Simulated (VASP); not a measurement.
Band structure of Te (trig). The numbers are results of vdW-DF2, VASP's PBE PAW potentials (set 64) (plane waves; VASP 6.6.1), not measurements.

Unless said otherwise, spin-orbit coupling is left out, though it shifts the bands of the heavy elements here.

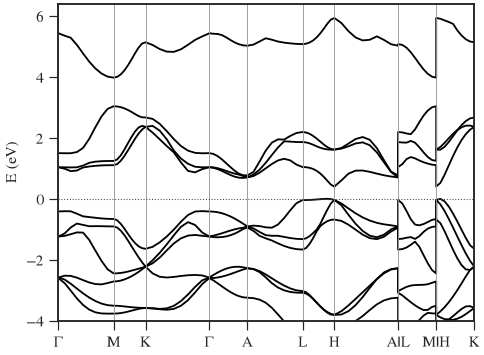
Bands along high-symmetry lines, zero at the valence-band maximum or, without a gap, the Fermi level

Question: Read the plot: is there a gap, and where are the band edges?

Answer: The gap is indirect, 0.40 eV, from the valence maximum at L-H at 0.78 to the conduction minimum at H. (Edges off the drawn lines would not show.)

The compound is Te in the trig structure. It was relaxed first, which changed the volume by +21 %.
